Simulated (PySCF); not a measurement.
**Run report: C5H6, geometry relaxation (part 3 of 3)**

The same run, continued: C5H6 (Cyclopropylacetylene); PBE0/6-31G*, RKS (PySCF 2.14.0). The geometry comes from this level: GFN2-xTB.

Geometry of the input (Å):
```
C  -0.8766  2.3235  0.1916
C  -0.2520  1.3047  0.2759
C  0.4920  0.0895  0.3706
C  -0.2436  -1.2252  0.3546
C  0.5722  -0.8184  -0.8291
H  -1.4240  3.2147  0.1192
H  1.3705  0.1644  1.0017
H  0.1227  -2.0168  0.9909
H  -1.3190  -1.1963  0.2650
H  1.5061  -1.3269  -1.0160
H  0.0517  -0.5132  -1.7243
```

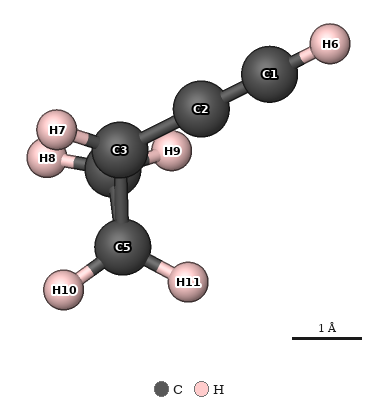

Figure 1. The geometry at step 9 of the log (ball-and-stick view, seen at a tilt; atoms are numbered from 1 in the order of the input).

### Output, continued
```
Geometry optimization cycle 14
Cartesian coordinates (Angstrom)
 Atom        New coordinates             dX        dY        dZ
   C  -0.882179   2.344472   0.201414   -0.000016 -0.000035 -0.000092
   C  -0.259100   1.311354   0.274250    0.000068  0.000027  0.000076
   C   0.482415   0.084643   0.362539    0.000036  0.000013  0.000039
   C  -0.245889  -1.242368   0.346832   -0.000003  0.000029  0.000001
   C   0.568770  -0.835415  -0.836479   -0.000013  0.000036  0.000012
   H  -1.433156   3.255399   0.135316   -0.000080 -0.000069 -0.000054
   H   1.370173   0.132263   0.990062    0.000057 -0.000088  0.000017
   H   0.135415  -2.023083   0.998548   -0.000019 -0.000006 -0.000028
   H  -1.327251  -1.207997   0.259908   -0.000008  0.000028  0.000046
   H   1.518852  -1.331993  -1.010832   -0.000031  0.000010 -0.000019
   H   0.045851  -0.522160  -1.734534    0.000017  0.000065  0.000004
converged SCF energy = -193.793307006024
--------------- RKS_Scanner gradients ---------------
         x                y                z
0 C     0.0000033075     0.0000062433     0.0000235970
1 C    -0.0000045359    -0.0000035990    -0.0000208302
2 C     0.0000013388    -0.0000145278     0.0000004728
3 C    -0.0000059157    -0.0000065754     0.0000132525
4 C     0.0000123249     0.0000017879    -0.0000098728
5 H    -0.0000004516    -0.0000006058    -0.0000107425
6 H    -0.0000013676     0.0000119567     0.0000029129
7 H     0.0000045260     0.0000021661    -0.0000004026
8 H     0.0000013489     0.0000073611    -0.0000057958
9 H     0.0000013346     0.0000002040     0.0000055356
10 H    -0.0000055316     0.0000029956     0.0000050153
----------------------------------------------
cycle 14: E = -193.793307006  dE = -1.06498e-08  norm(grad) = 4.76978e-05
Step   13 : Displace = 7.496e-05/1.115e-04 (rms/max) Trust = 7.036e-05 (+) Grad = 1.482e-05/2.860e-05 (rms/max) E (change) = -193.7933070060 (-1.065e-08) Quality = 0.796
Hessian Eigenvalues: 4.93326e-03 1.56324e-02 3.28310e-02 ... 4.21381e-01 4.45767e-01 1.13164e+00

Geometry optimization cycle 15
Cartesian coordinates (Angstrom)
 Atom        New coordinates             dX        dY        dZ
   C  -0.882217   2.344418   0.201249   -0.000038 -0.000054 -0.000165
   C  -0.259019   1.311389   0.274341    0.000082  0.000036  0.000092
   C   0.482467   0.084668   0.362597    0.000052  0.000025  0.000058
   C  -0.245884  -1.242324   0.346840    0.000004  0.000044  0.000009
   C   0.568762  -0.835360  -0.836456   -0.000008  0.000054  0.000024
   H  -1.433269   3.255309   0.135254   -0.000113 -0.000090 -0.000062
   H   1.370250   0.132154   0.990093    0.000077 -0.000109  0.000030
   H   0.135399  -2.023081   0.998522   -0.000016  0.000003 -0.000026
   H  -1.327252  -1.207959   0.259979   -0.000002  0.000038  0.000072
   H   1.518824  -1.331968  -1.010848   -0.000029  0.000025 -0.000016
   H   0.045889  -0.522069  -1.734525    0.000038  0.000091  0.000009
converged SCF energy = -193.793307013551
--------------- RKS_Scanner gradients ---------------
         x                y                z
0 C     0.0000000515     0.0000025394     0.0000094088
1 C     0.0000036350    -0.0000068330    -0.0000082753
2 C    -0.0000031526     0.0000004821     0.0000005528
3 C    -0.0000007378    -0.0000003134     0.0000051100
4 C     0.0000061211     0.0000022719    -0.0000000798
5 H    -0.0000017365     0.0000018249    -0.0000063499
6 H    -0.0000004874     0.0000038094     0.0000006721
7 H     0.0000015099     0.0000008923     0.0000000368
8 H     0.0000010546     0.0000020621    -0.0000015972
9 H     0.0000007962     0.0000002013     0.0000021512
10 H    -0.0000006594     0.0000004490     0.0000015185
----------------------------------------------
cycle 15: E = -193.793307014  dE = -7.52703e-09  norm(grad) = 1.96044e-05
Step   14 : Displace = 1.035e-04/1.620e-04 (rms/max) Trust = 9.950e-05 (+) Grad = 6.239e-06/1.365e-05 (rms/max) E (change) = -193.7933070136 (-7.527e-09) Quality = 0.660
Hessian Eigenvalues: 4.93067e-03 1.56244e-02 3.28283e-02 ... 4.21388e-01 4.49191e-01 1.13195e+00

Geometry optimization cycle 16
Cartesian coordinates (Angstrom)
 Atom        New coordinates             dX        dY        dZ
   C  -0.882272   2.344422   0.201050   -0.000055  0.000004 -0.000199
   C  -0.258989   1.311461   0.274350    0.000030  0.000072  0.000008
   C   0.482525   0.084753   0.362656    0.000058  0.000085  0.000059
   C  -0.245817  -1.242250   0.346900    0.000067  0.000075  0.000060
   C   0.568838  -0.835298  -0.836384    0.000077  0.000062  0.000072
   H  -1.433368   3.255287   0.135123   -0.000099 -0.000022 -0.000131
   H   1.370303   0.132221   0.990161    0.000054  0.000068  0.000068
   H   0.135465  -2.022995   0.998598    0.000066  0.000086  0.000076
   H  -1.327188  -1.207912   0.260053    0.000064  0.000047  0.000074
   H   1.518907  -1.331903  -1.010757    0.000084  0.000066  0.000091
   H   0.046006  -0.522018  -1.734481    0.000116  0.000050  0.000044
converged SCF energy = -193.793307014023
--------------- RKS_Scanner gradients ---------------
         x                y                z
0 C    -0.0000032107     0.0000017250    -0.0000008799
1 C     0.0000001057     0.0000027770    -0.0000021849
2 C    -0.0000000233     0.0000010925     0.0000019766
3 C     0.0000019885     0.0000012674     0.0000001491
4 C     0.0000023668     0.0000004917     0.0000041180
5 H     0.0000007406    -0.0000006864    -0.0000020778
6 H     0.0000013597    -0.0000002342     0.0000007123
7 H     0.0000003963     0.0000003098     0.0000006375
8 H     0.0000000774     0.0000001126     0.0000007424
9 H     0.0000010981     0.0000002895     0.0000006408
10 H     0.0000014917     0.0000002394    -0.0000006906
----------------------------------------------
cycle 16: E = -193.793307014  dE = -4.72369e-10  norm(grad) = 8.57187e-06
Step   15 : Displace = 5.748e-05/1.175e-04 (rms/max) Trust = 9.950e-05 (=) Grad = 1.810e-06/3.742e-06 (rms/max) E (change) = -193.7933070140 (-4.724e-10) Quality = 0.208
Hessian Eigenvalues: 4.44696e-03 1.57060e-02 3.28311e-02 ... 4.21388e-01 4.57555e-01 1.13103e+00

Geometry optimization cycle 17
Cartesian coordinates (Angstrom)
 Atom        New coordinates             dX        dY        dZ
   C  -0.882302   2.344450   0.200949   -0.000030  0.000027 -0.000101
   C  -0.258997   1.311507   0.274316   -0.000009  0.000046 -0.000034
   C   0.482548   0.084825   0.362681    0.000023  0.000072  0.000025
   C  -0.245753  -1.242199   0.346954    0.000064  0.000051  0.000054
   C   0.568917  -0.835263  -0.836325    0.000079  0.000035  0.000059
   H  -1.433408   3.255311   0.135027   -0.000040  0.000023 -0.000096
   H   1.370308   0.132343   0.990206    0.000005  0.000122  0.000045
   H   0.135534  -2.022909   0.998691    0.000069  0.000086  0.000092
   H  -1.327122  -1.207896   0.260077    0.000066  0.000016  0.000024
   H   1.519006  -1.331841  -1.010664    0.000099  0.000062  0.000092
   H   0.046092  -0.522028  -1.734441    0.000086 -0.000009  0.000040
converged SCF energy = -193.793307013594
--------------- RKS_Scanner gradients ---------------
         x                y                z
0 C    -0.0000022505    -0.0000009658    -0.0000030160
1 C     0.0000020044    -0.0000010663    -0.0000010895
2 C    -0.0000010683     0.0000036808     0.0000019712
3 C     0.0000017215     0.0000017396     0.0000007222
4 C     0.0000026272     0.0000010309     0.0000037703
5 H    -0.0000000815     0.0000016936    -0.0000009401
6 H     0.0000001786    -0.0000000812     0.0000000536
7 H     0.0000000688     0.0000006348     0.0000005660
8 H     0.0000007107     0.0000000590     0.0000006333
9 H     0.0000007808     0.0000006533     0.0000004496
10 H     0.0000016877     0.0000000150     0.0000000156
----------------------------------------------
cycle 17: E = -193.793307014  dE = 4.2894e-10  norm(grad) = 8.84462e-06
Step   16 : Displace = 1.226e-05/2.665e-05 (rms/max) Trust = 2.874e-05 (-) Grad = 1.615e-06/3.429e-06 (rms/max) E (change) = -193.7933070136 (+4.289e-10) Quality = -1.875
Hessian Eigenvalues: 4.44696e-03 1.57060e-02 3.28311e-02 ... 4.21388e-01 4.57555e-01 1.13103e+00
Converged! =D

converged: True
C          -0.88230187        2.34444996        0.20094865
C          -0.25899739        1.31150683        0.27431558
C           0.48254846        0.08482544        0.36268105
C          -0.24575311       -1.24219895        0.34695413
C           0.56891749       -0.83526315       -0.83632511
H          -1.43340784        3.25531065        0.13502681
H           1.37030826        0.13234337        0.99020586
H           0.13553437       -2.02290883        0.99869053
H          -1.32712221       -1.20789562        0.26007745
H           1.51900610       -1.33184092       -1.01066423
H           0.04609215       -0.52202766       -1.73444146
converged SCF energy = -193.793307013691
E(PBE0) = -193.793307014
```

### Trajectory as extended XYZ (Å, eV, eV/Å), 10 of the 17 frames kept, from step=0 to step=16
```
11
Properties=species:S:1:pos:R:3:forces:R:3 step=0 energy=-5273.35962
C    -0.8766    2.3235    0.1916   -0.2113   0.3541  -0.0190
C    -0.2520    1.3047    0.2759    0.3964  -0.6463   0.0398
C     0.4920    0.0895    0.3706   -0.0018   0.0943   0.0365
C    -0.2436   -1.2252    0.3546    0.0735  -0.1175  -0.1264
C     0.5722   -0.8184   -0.8291   -0.0476  -0.1774   0.0465
H    -1.4240    3.2147    0.1192   -0.4087   0.6657  -0.0538
H     1.3705    0.1644    1.0017    0.1532  -0.1522   0.0532
H     0.1227   -2.0168    0.9909    0.1544  -0.1452   0.1536
H    -1.3190   -1.1963    0.2650   -0.2166   0.0905  -0.0181
H     1.5061   -1.3269   -1.0160    0.2375  -0.1027   0.0319
H     0.0517   -0.5132   -1.7243   -0.1291   0.1362  -0.1445
11
Properties=species:S:1:pos:R:3:forces:R:3 step=2 energy=-5273.38415
C    -0.8840    2.3435    0.1939    0.0042  -0.0047   0.0060
C    -0.2573    1.3128    0.2737    0.0100  -0.0026   0.0007
C     0.4884    0.0871    0.3668   -0.0342   0.1037   0.0140
C    -0.2427   -1.2369    0.3512   -0.0055  -0.0469  -0.0110
C     0.5731   -0.8306   -0.8325    0.0030  -0.0442  -0.0218
H    -1.4381    3.2528    0.1245    0.0104  -0.0180   0.0000
H     1.3743    0.1424    0.9964    0.0022  -0.0300  -0.0088
H     0.1369   -2.0227    0.9982    0.0060   0.0170   0.0027
H    -1.3244   -1.2011    0.2667    0.0085   0.0087  -0.0060
H     1.5198   -1.3340   -1.0078   -0.0004   0.0138   0.0114
H     0.0530   -0.5153   -1.7317   -0.0045   0.0026   0.0128
11
Properties=species:S:1:pos:R:3:forces:R:3 step=4 energy=-5273.38451
C    -0.8831    2.3455    0.1961    0.0000   0.0008   0.0025
C    -0.2581    1.3139    0.2732    0.0030   0.0001   0.0005
C     0.4850    0.0884    0.3647   -0.0095  -0.0042  -0.0076
C    -0.2432   -1.2389    0.3496    0.0076   0.0039   0.0035
C     0.5723   -0.8331   -0.8335    0.0051   0.0027   0.0075
H    -1.4357    3.2552    0.1281   -0.0010   0.0018  -0.0009
H     1.3720    0.1377    0.9930    0.0010  -0.0012   0.0003
H     0.1389   -2.0188    1.0017   -0.0041  -0.0017   0.0013
H    -1.3246   -1.2047    0.2632   -0.0008  -0.0013  -0.0019
H     1.5225   -1.3303   -1.0052   -0.0001   0.0004  -0.0046
H     0.0512   -0.5201   -1.7326   -0.0017  -0.0017  -0.0007
11
Properties=species:S:1:pos:R:3:forces:R:3 step=5 energy=-5273.38453
C    -0.8828    2.3463    0.1973    0.0003  -0.0001   0.0011
C    -0.2585    1.3141    0.2731   -0.0011   0.0012  -0.0010
C     0.4840    0.0882    0.3640    0.0005  -0.0032  -0.0005
C    -0.2431   -1.2395    0.3494   -0.0001   0.0001   0.0009
C     0.5723   -0.8336   -0.8336    0.0006   0.0006  -0.0003
H    -1.4349    3.2564    0.1295    0.0003  -0.0003  -0.0002
H     1.3711    0.1373    0.9923   -0.0002   0.0008   0.0001
H     0.1383   -2.0189    1.0027   -0.0001   0.0001  -0.0001
H    -1.3245   -1.2063    0.2616    0.0000   0.0003  -0.0004
H     1.5230   -1.3296   -1.0062   -0.0002   0.0000  -0.0001
H     0.0502   -0.5221   -1.7328   -0.0004   0.0001   0.0003
11
Properties=species:S:1:pos:R:3:forces:R:3 step=7 energy=-5273.38453
C    -0.8827    2.3461    0.1979    0.0000   0.0001   0.0003
C    -0.2587    1.3137    0.2732    0.0003  -0.0009  -0.0003
C     0.4837    0.0877    0.3637    0.0001   0.0016   0.0007
C    -0.2435   -1.2399    0.3491   -0.0004  -0.0004  -0.0005
C     0.5719   -0.8339   -0.8340   -0.0004  -0.0004  -0.0004
H    -1.4345    3.2564    0.1304   -0.0001   0.0001   0.0000
H     1.3709    0.1368    0.9920    0.0001  -0.0003  -0.0001
H     0.1378   -2.0195    1.0023    0.0002  -0.0001  -0.0001
H    -1.3248   -1.2066    0.2612    0.0000  -0.0001   0.0002
H     1.5226   -1.3298   -1.0069   -0.0001  -0.0001   0.0001
H     0.0495   -0.5223   -1.7329    0.0001   0.0000  -0.0001
11
Properties=species:S:1:pos:R:3:forces:R:3 step=9 energy=-5273.38453
C    -0.8824    2.3452    0.2001   -0.0003  -0.0001  -0.0013
C    -0.2591    1.3123    0.2736    0.0012  -0.0011   0.0014
C     0.4829    0.0859    0.3630   -0.0005   0.0031   0.0004
C    -0.2448   -1.2414    0.3478    0.0004   0.0005  -0.0016
C     0.5702   -0.8348   -0.8354   -0.0013  -0.0003   0.0010
H    -1.4335    3.2560    0.1333   -0.0003   0.0002   0.0004
H     1.3704    0.1344    0.9909    0.0002  -0.0012  -0.0003
H     0.1365   -2.0215    1.0002   -0.0002  -0.0003   0.0001
H    -1.3261   -1.2075    0.2603   -0.0002  -0.0008   0.0006
H     1.5205   -1.3311   -1.0091    0.0000  -0.0002  -0.0004
H     0.0474   -0.5223   -1.7338    0.0006  -0.0003  -0.0006
11
Properties=species:S:1:pos:R:3:forces:R:3 step=11 energy=-5273.38453
C    -0.8822    2.3445    0.2016   -0.0004  -0.0004  -0.0019
C    -0.2592    1.3113    0.2741    0.0009   0.0000   0.0019
C     0.4824    0.0846    0.3625   -0.0005   0.0017  -0.0001
C    -0.2459   -1.2424    0.3468    0.0007   0.0007  -0.0013
C     0.5688   -0.8355   -0.8365   -0.0010  -0.0001   0.0012
H    -1.4330    3.2555    0.1354   -0.0001   0.0001   0.0007
H     1.3701    0.1324    0.9900    0.0002  -0.0010  -0.0002
H     0.1354   -2.0231    0.9986   -0.0004  -0.0003   0.0001
H    -1.3272   -1.2080    0.2598   -0.0002  -0.0007   0.0005
H     1.5189   -1.3320   -1.0108    0.0000  -0.0001  -0.0005
H     0.0458   -0.5223   -1.7345    0.0005  -0.0003  -0.0005
11
Properties=species:S:1:pos:R:3:forces:R:3 step=12 energy=-5273.38453
C    -0.8822    2.3445    0.2015   -0.0003  -0.0004  -0.0017
C    -0.2592    1.3113    0.2742    0.0005   0.0002   0.0015
C     0.4824    0.0846    0.3625   -0.0003   0.0012  -0.0001
C    -0.2459   -1.2424    0.3468    0.0005   0.0005  -0.0010
C     0.5688   -0.8355   -0.8365   -0.0009  -0.0001   0.0009
H    -1.4331    3.2555    0.1354    0.0000   0.0000   0.0007
H     1.3701    0.1324    0.9900    0.0001  -0.0009  -0.0002
H     0.1354   -2.0231    0.9986   -0.0003  -0.0002   0.0000
H    -1.3272   -1.2080    0.2599   -0.0001  -0.0006   0.0004
H     1.5189   -1.3320   -1.0108   -0.0001   0.0000  -0.0004
H     0.0458   -0.5222   -1.7345    0.0004  -0.0002  -0.0004
11
Properties=species:S:1:pos:R:3:forces:R:3 step=14 energy=-5273.38453
C    -0.8822    2.3444    0.2012    0.0000  -0.0001  -0.0005
C    -0.2590    1.3114    0.2743   -0.0002   0.0004   0.0004
C     0.4825    0.0847    0.3626    0.0002   0.0000   0.0000
C    -0.2459   -1.2423    0.3468    0.0000   0.0000  -0.0003
C     0.5688   -0.8354   -0.8365   -0.0003  -0.0001   0.0000
H    -1.4333    3.2553    0.1353    0.0001  -0.0001   0.0003
H     1.3702    0.1322    0.9901    0.0000  -0.0002   0.0000
H     0.1354   -2.0231    0.9985   -0.0001   0.0000   0.0000
H    -1.3273   -1.2080    0.2600   -0.0001  -0.0001   0.0001
H     1.5188   -1.3320   -1.0108    0.0000   0.0000  -0.0001
H     0.0459   -0.5221   -1.7345    0.0000   0.0000  -0.0001
11
Properties=species:S:1:pos:R:3:forces:R:3 step=16 energy=-5273.38453
C    -0.8823    2.3445    0.2009    0.0001   0.0001   0.0002
C    -0.2590    1.3115    0.2743   -0.0001   0.0001   0.0001
C     0.4825    0.0848    0.3627    0.0001  -0.0002  -0.0001
C    -0.2458   -1.2422    0.3470   -0.0001  -0.0001   0.0000
C     0.5689   -0.8353   -0.8363   -0.0001  -0.0001  -0.0002
H    -1.4334    3.2553    0.1350    0.0000  -0.0001   0.0000
H     1.3703    0.1323    0.9902    0.0000   0.0000   0.0000
H     0.1355   -2.0229    0.9987    0.0000   0.0000   0.0000
H    -1.3271   -1.2079    0.2601    0.0000   0.0000   0.0000
H     1.5190   -1.3318   -1.0107    0.0000   0.0000   0.0000
H     0.0461   -0.5220   -1.7344   -0.0001   0.0000   0.0000
```

### Results in brief

| quantity | value |
| --- | --- |
| outcome | converged |
| total energy | −193.793307 hartree |
| basis functions | 82 |
| HOMO | −6.86 eV |
| LUMO | 1.59 eV |
| dipole moment | 0.87 D |
| hardware | 1 thread of AMD EPYC (Zen 5), 16 GiB of memory available, shared host |
| wall time | 94 s |
| peak memory | 0.83 GiB |
